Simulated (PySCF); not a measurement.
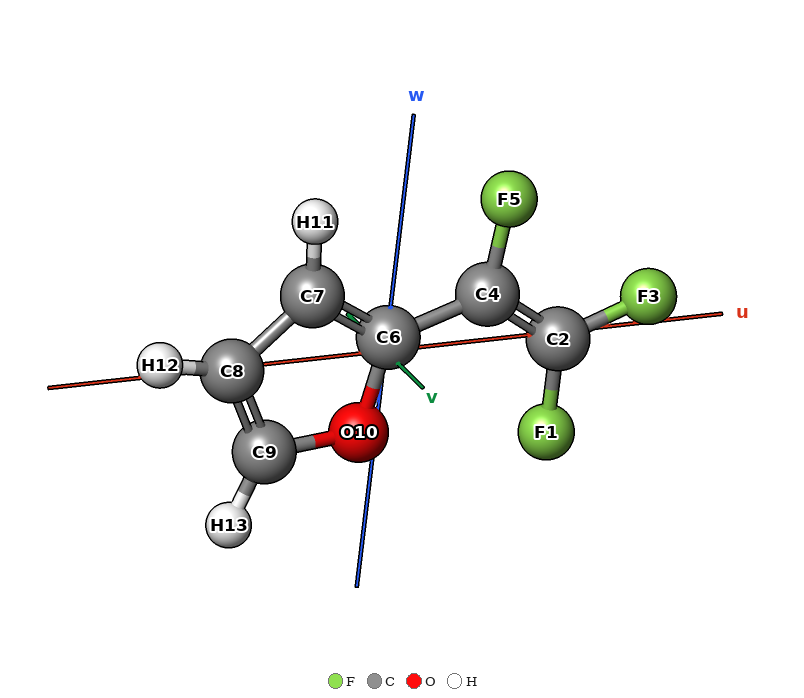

The lines u, v and w are the principal axes of the static dipole polarisability. The computed structure is the end point of a GFN2-xTB optimisation. No frequency run is at hand to confirm it as a minimum. Level of theory: CAM-B3LYP/def2-SVPD (PySCF 2.14.0).

Question. Along which axis is the molecule most polarisable, and along which least?

Answer. Most along u (in the molecular plane, nearly parallel to the C9–O10 bond), least along v (normal to the molecular plane).

Question. Give the three principal values.

Answer. u 114.5, v 45.4, w 75.1 bohr³; mean 78.3, anisotropy 60.0 bohr³.
